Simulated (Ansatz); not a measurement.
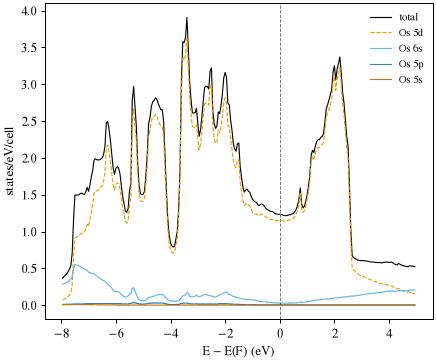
Figure: Total and projected density of states of Os (hcp (Mg type), space group No. 194), the program Ansatz at the PBE level (PAW)

Problem. Which orbitals carry the states next to the Fermi level?

Solution. Within 0.5 eV of the Fermi level: Os 5d 93 %. Projections are on Löwdin-orthogonalised atomic valence shells; empty p or d shells of many metals are not among them.

Problem. Where is the tallest occupied peak in this window, and what makes it?

Solution. Near -3.4 eV, about 3.9 states/eV per cell; the largest projected share is Os 5d.

Space group P6_3/mmc (hcp (Mg type)). Symmetry was held in the PBE relaxation. No spin polarisation was allowed. Spin–orbit coupling is left out wherever it is not named.

Potentials: the earlier of the program's two PAW sets.
